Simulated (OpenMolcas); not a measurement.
# One shape, several levels: doublet [H2S2]+

Wanted: a comparison of 6 runs (ROHF/STO-3G, UHF/STO-3G, U-r2SCAN/STO-3G, UPBE/STO-3G, UPBE0/STO-3G, USVWN5/STO-3G) of doublet [H2S2]+. 

The calculation is run with OpenMolcas 26.06.

## (1) The structure to begin with

The species is [H2S2]+ (4 atoms), meant as a doublet with charge +1. As SMILES of the parent species, `SS`. Geometry: relaxed at PBE0-D4/def2-TZVP. That shape belongs to the parent species and isn't relaxed for this state.

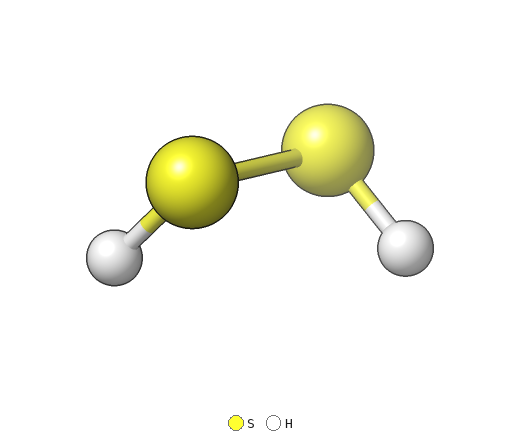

Viewed from a chosen angle; sulfur yellow, hydrogen white.

## (2) A single-point energy at ROHF/STO-3G (run 1)

step1.inp

```
&GATEWAY
BasLib=$CurrDir
Coord
4
bohr
S      1.48245235    -1.49139075     0.31499845
S      0.11379931     2.11944123     0.12729195
H     -0.42598206    -2.55602466     1.61926852
H     -1.17028849     1.92799308    -2.06159672
Basis=STO-3G
Group=NoSym
&SEWARD
&SCF
UHF
Charge=1
Spin=2
Scramble=0.25
PrOrbitals=1 1
&RASSCF
FileOrb=$Project.UnaOrb
Spin=2
Nactel=1 0 0
Inactive=16
Ras2=1
OutOrbitals=Canonical
OrbListing=Nothing
```

The basis set STO-3G is read from a file made from the Basis Set Exchange's data (not shown).

On the command line:

```console
export MOLCAS_MEM=1860
pymolcas step1.inp > step1.log
```

What it wrote:

```text
--- Start Module: gateway ---
[...]
--- Stop Module: gateway /rc=_RC_ALL_IS_WELL_ ---
[...]
      Basis functions           20
[...]
--- Start Module: scf ---
[...]
       Convergence after  18 Iterations
[...]
::    Total SCF energy                               -787.2573536759
[...]
      Total spin, S                                     0.5056582862
[...]
--- Stop Module: scf /rc=_RC_ALL_IS_WELL_ ---
--- Start Module: rasscf ---
[...]
      Number of active orbitals                  1
[...]
      Spin quantum number                      0.5
[...]
      Active orbitals                            1
[...]
      Number of CSFs                             1
[...]
      Number of root(s) required                 1
[...]
      Convergence after 13 iterations
[...]
      printout of CI-coefficients larger than  0.05 for root  1
      energy=    -787.255644
      conf/sym  1     Coeff  Weight
             1  u   1.00000 1.00000
      Natural orbitals and occupation numbers for root  1
      sym 1:   1.000000
      ************************************************************************************************************************
      *                                                    Final results                                                     *
[...]
::    RASSCF root number  1 Total energy:   -787.25564375
[...]
      Total electronic charge=   33.000000
      Total            charge=    1.000000
[...]
      Dipole Moment (debye):
      Origin of the operator (angstrom)=    0.3965    0.1560    0.1099
                   X= -2.4075E+00               Y=  9.3409E-01               Z= -7.0753E-01           Total=  2.6775E+00
      Center of Charge (angstrom)
[...]
--- Stop Module: rasscf /rc=_RC_ALL_IS_WELL_ ---
[...]
```

Run time: 2.6 s. Hardware: 1 thread of Arm Neoverse V1, shared host; peak memory 0.37 GiB.

## (3) A single-point energy at UHF/STO-3G (run 2)

step1.input

```
* H2S2 Hartree-Fock

&GATEWAY
 BASLIB=$CurrDir
 COORD
 4
 bohr
 S      1.48245235    -1.49139075     0.31499845
 S      0.11379931     2.11944123     0.12729195
 H     -0.42598206    -2.55602466     1.61926852
 H     -1.17028849     1.92799308    -2.06159672
 BASIS=STO-3G
 GROUP=NoSym

&SEWARD

&SCF
 UHF
 CHARGE=1
 SPIN=2
 SCRAMBLE=0.25
 PRORBITALS=1 1
```

The basis set STO-3G is read from a file made from the Basis Set Exchange's data (not shown).

On the command line:

```console
export MOLCAS_MEM=1860
pymolcas step1.input > step1.log
```

What it wrote:

```text
--- Start Module: gateway ---
[...]
--- Stop Module: gateway /rc=_RC_ALL_IS_WELL_ ---
--- Start Module: seward ---
[...]
      Basis functions           20
--- Stop Module: seward /rc=_RC_ALL_IS_WELL_ ---
--- Start Module: scf ---
[...]
       Convergence after  18 Iterations
[...]
::    Total SCF energy                               -787.2573536759
[...]
      Total spin, S                                     0.5056582862
[...]
      Total electronic charge=   33.000000
      Total            charge=    1.000000
[...]
      Dipole Moment (debye):
      Origin of the operator (angstrom)=    0.3965    0.1560    0.1099
                   X= -2.4081E+00               Y=  9.4998E-01               Z= -7.1674E-01           Total=  2.6861E+00
      Center of Charge (angstrom)
[...]
--- Stop Module: scf /rc=_RC_ALL_IS_WELL_ ---
[...]
```

Run time: 1.9 s. Hardware: 1 thread of Arm Neoverse V1, shared host; peak memory 0.37 GiB.

Runs 3 to 5 aren't shown in full; the table further down has their settings and results.

## (4) The energy at USVWN5/STO-3G (run 6)

job.input

```
* H2S2 Kohn-Sham DFT

&gateway
 baslib = $CurrDir
 coord
 4
 bohr
 S      1.48245235    -1.49139075     0.31499845
 S      0.11379931     2.11944123     0.12729195
 H     -0.42598206    -2.55602466     1.61926852
 H     -1.17028849     1.92799308    -2.06159672
 basis = STO-3G
 group = NoSym

&seward
 gridinput
 Grid=UltraFine
 End of Grid

&scf
 uhf
 charge = 1
 spin = 2
 ksdft = SVWN5
 thresholds = 1e-10 1e-07 1e-07 1e-05
 prorbitals = 1 1
```

The basis set STO-3G is read from a file made from the Basis Set Exchange's data (not shown).

On the command line:

```console
export MOLCAS_MEM=1860
pymolcas job.input > job.log
```

What it wrote:

```text
--- Start Module: gateway ---
[...]
--- Stop Module: gateway /rc=_RC_ALL_IS_WELL_ ---
--- Start Module: seward ---
[...]
      Basis functions           20
--- Stop Module: seward /rc=_RC_ALL_IS_WELL_ ---
--- Start Module: scf ---
[...]
       Convergence after  43 Iterations
[...]
::    Total KS-DFT energy                            -785.6497766670
[...]
      Total spin, S                                     0.5000638675
[...]
      Total electronic charge=   33.000000
      Total            charge=    1.000000
[...]
      Dipole Moment (debye):
      Origin of the operator (angstrom)=    0.3965    0.1560    0.1099
                   X= -2.3016E+00               Y= -9.0555E-01               Z= -6.3774E-01           Total=  2.5542E+00
      Center of Charge (angstrom)
[...]
--- Stop Module: scf /rc=_RC_ALL_IS_WELL_ ---
[...]
```

It took 9.9 s on 1 thread of Arm Neoverse V1, shared host; peak memory 0.37 GiB.

## (5) All runs side by side

```csv
run,level,scramble,integration grid,SCF convergence threshold,energy (Eh),wall time
1,ROHF/STO-3G,0.25,–,–,-787.255644,2.6 s
2,UHF/STO-3G,0.25,–,–,-787.257354,1.9 s
3,U-r2SCAN/STO-3G,–,UltraFine,1e-10,-788.439860,19 s
4,UPBE/STO-3G,–,UltraFine,1e-10,-788.103955,14 s
5,UPBE0/STO-3G,–,UltraFine,1e-10,-788.207187,8.1 s
6,USVWN5/STO-3G,–,UltraFine,1e-10,-785.649777,9.9 s
```

## (6) What came out

```
                                 quantity          value
                      run 6: total energy  -785.64978 Eh
run 6: HOMO energy (highest over α and β)      -11.30 eV
 run 6: LUMO energy (lowest over α and β)      -11.16 eV
                              run 6: ⟨S²⟩          0.750
```

What this shows: Totals of different functionals can't be ranked against each other. In runs 1, 2, 3, 4, 5, 6 the basis is minimal, so dipoles, gaps and forces are rough. All runs together took 55 s, the longest 19 s.
